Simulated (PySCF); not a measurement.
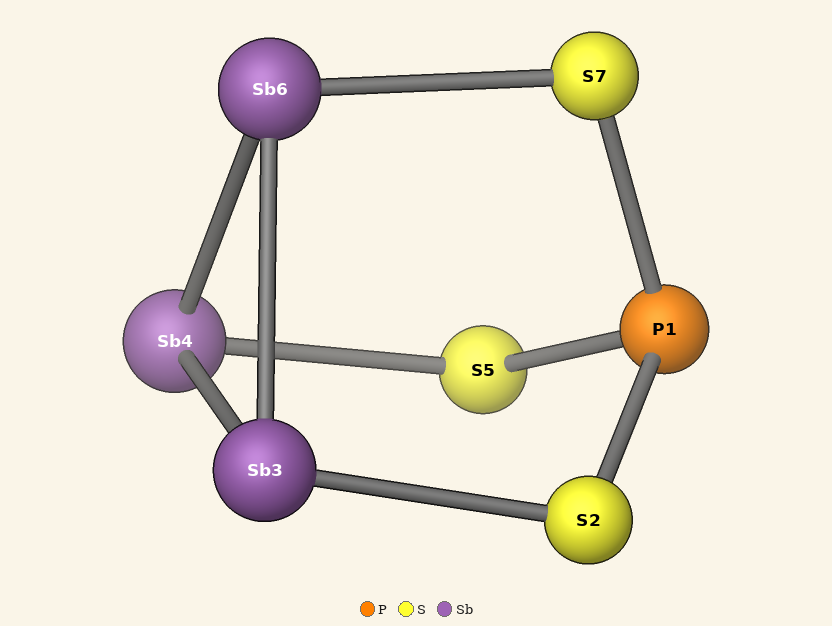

Atoms fade into the background with distance from the viewer. Computed geometry: PBE0-D3(BJ)/def2-SVP optimisation. No frequency run is at hand to confirm it as a minimum.

> What is the conformation of the ring P1–S2–Sb3–Sb4–S5?

It is an envelope, with P1 as the flap. The Cremer–Pople amplitude Q is 0.72 Å.

> Give the torsion angles round the ring, beginning with the bond from its second to its third atom.

30°, 0°, −30°, 55°, −55°.
